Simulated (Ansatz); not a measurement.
# UPBE/cc-pVTZ run of AlBr2 (SMILES [Br][Al][Br])

What is the electronic atomisation energy of AlBr2 at UPBE/cc-pVTZ? 

The results are computed with Ansatz 0.2.0.

14 further runs of the same task are left out: 14 set aside as unsound or not needed. Runs told in other sessions of the task aren't counted.

### 1 The molecule

AlBr2 has 3 atoms, charge 0, and is taken as a doublet. As SMILES, `[Br][Al][Br]`. The coordinates come from a PBE0-D4/def2-TZVP relaxation.

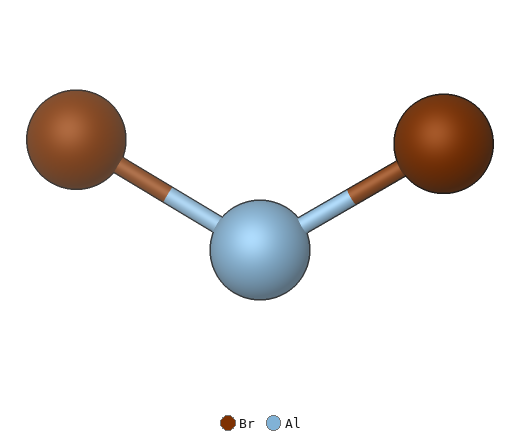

The structure, seen from a chosen angle (bromine brown, aluminium light blue).

### 2 A single-point energy at UPBE/cc-pVTZ

The input, in.yaml:

```yaml
crystal:
  periodic: [false, false, false]
  atoms:
    - {symbol: Br, position_ang: [0.607000, 1.799800, 0.519400]}
    - {symbol: Al, position_ang: [0.569000, -0.451900, 0.265200]}
    - {symbol: Br, position_ang: [-1.186900, -1.412700, -0.797800]}
basis:
  gaussian: {orbitals: cc-pVTZ}
magnetization: {spin_polarized: true, initial_magnetization: 1}
hamiltonian: {xc: {name: PBE}}
accuracy: high
output: {orbitals: {seedname: orbitals}}
```

Run with:

```sh
ansatz run in.yaml --threads 1 --pin off --max-ram 2610MiB --events-out events.jsonl --progress --plain --runs-dir runs
```

Output:

```text
Warning: RAYON_NUM_THREADS=1 ignored (pool sized by the plan → 1); use --threads N
Functional definition: PBE
  name "PBE"
  parameter kappa = 0.804
  parameter beta = 0.06672455060314922
  exchange = pbe_x(kappa = kappa, mu = beta*pi^2/3)
  correlation = pbe_c(beta = beta)
1722 factors; integrals over basis functions are off by at most 3.9e-9 eV
mean field evaluation 1: about -146669.4596 eV, gradient 1.1e1 eV
mean field evaluation 2: about -146669.0587 eV, gradient 1.3e1 eV
mean field evaluation 4: about -146670.1987 eV, gradient 1.2e0 eV
mean field evaluation 8: about -146670.2074 eV, gradient 1.8e-2 eV
mean field evaluation 16: about -146670.2074 eV, gradient 3.1e-6 eV
mean field -146670.20738675 eV, -5390.0307048260 hartree, gradient 1.6e-8 eV, S^2 0.752197; 0 other end points of the search recorded, 0 dependent functions left out
reference -146670.20738939 eV, -5390.0307049229 hartree; 42, 41 occupied and 78, 79 virtual orbitals, 1722 factors
Total energy: -146670.20738939 eV, -5390.0307049229 hartree
```

It took 17 s on 1 thread of Arm Neoverse V2, shared host; peak memory 0.34 GiB.

### 3 The Al atom

The input, job.yaml:

```yaml
basis:
  gaussian:
    orbitals: cc-pVTZ
crystal:
  periodic: [false, false, false]
  atoms:
    - {symbol: Al, position_ang: [0.000000, 0.000000, 0.000000]}
total_charge: 0
magnetization:
  spin_polarized: true
  initial_magnetization: 1
hamiltonian:
  xc: pbe
accuracy: high
```

Run the same way, it converges to -242.22932 Eh (log not shown).

### 4 The Br atom at the same level

The input, run.yaml:

```yaml
crystal:
  periodic: [false, false, false]
  atoms:
    - {symbol: Br, position_ang: [0.000000, 0.000000, 0.000000]}
basis:
  gaussian:
    orbitals: cc-pVTZ
magnetization:
  spin_polarized: true
  initial_magnetization: 1
hamiltonian:
  xc: pbe
accuracy: high
```

Run the same way, it converges to -2573.76683 Eh (log not shown).

### 5 Outcome

At UPBE/cc-pVTZ:

| quantity | value |
| --- | --- |
| molecule: total energy | -5390.03070 Eh |
| molecule: HOMO energy (highest over α and β) | -5.55 eV |
| molecule: LUMO energy (lowest over α and β) | -4.17 eV |
| molecule: ⟨S²⟩ | 0.752 |
| Al atom: total energy | -242.22932 Eh |
| Al atom: ⟨S²⟩ | 0.755 |
| Br atom: total energy | -2573.76683 Eh |
| Br atom: ⟨S²⟩ | 0.752 |
| electronic atomisation energy | 7.285 eV |

What this shows: Taking the molecule apart into free atoms costs 7.29 eV (703 kJ/mol), before zero-point energy and without spin-orbit coupling.
